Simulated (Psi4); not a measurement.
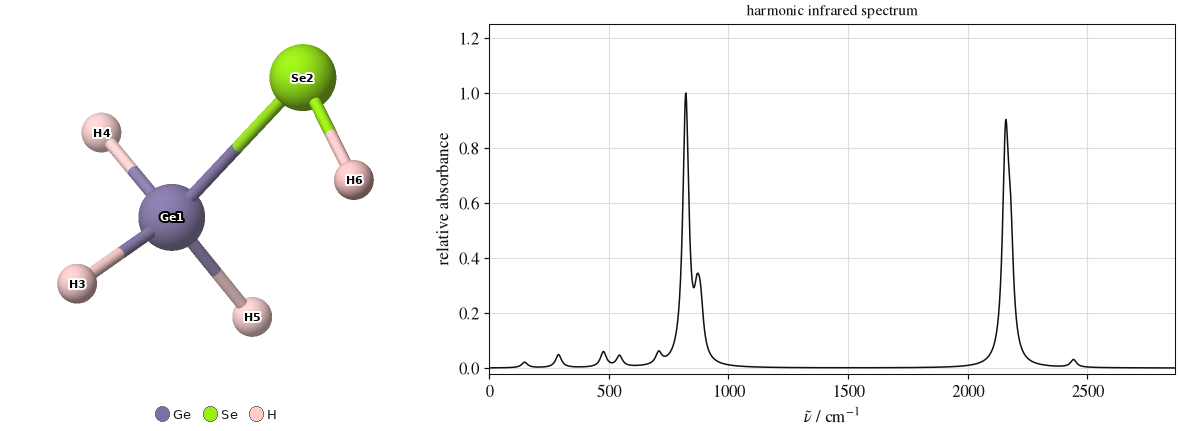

Infrared spectrum of GeH₄Se, SMILES [GeH3][SeH], singlet. Unscaled harmonic wavenumbers and double-harmonic intensities, PBE0/def2-TZVP (dispersion D4) in Psi4, at a geometry relaxed at this level, isolated molecule. Lorentzian lines of 30 cm⁻¹ full width. Close modes add up in the curve.

**Which lines are the most intense?**

821.6 cm⁻¹ (229.2 km/mol), 2159.4 cm⁻¹ (107.1 km/mol) and 2178.5 cm⁻¹ (86.5 km/mol).

**Which is the highest mode?**

2441.6 cm⁻¹ (6.6 km/mol).

**List the modes.**

```tsv
cm⁻¹	km/mol
148.0	4.7
289.7	11.1
477.2	13.1
544.4	9.5
708.4	10.0
821.6	229.2
868.4	38.2
882.7	39.7
2155.9	76.5
2159.4	107.1
2178.5	86.5
2441.6	6.6
```
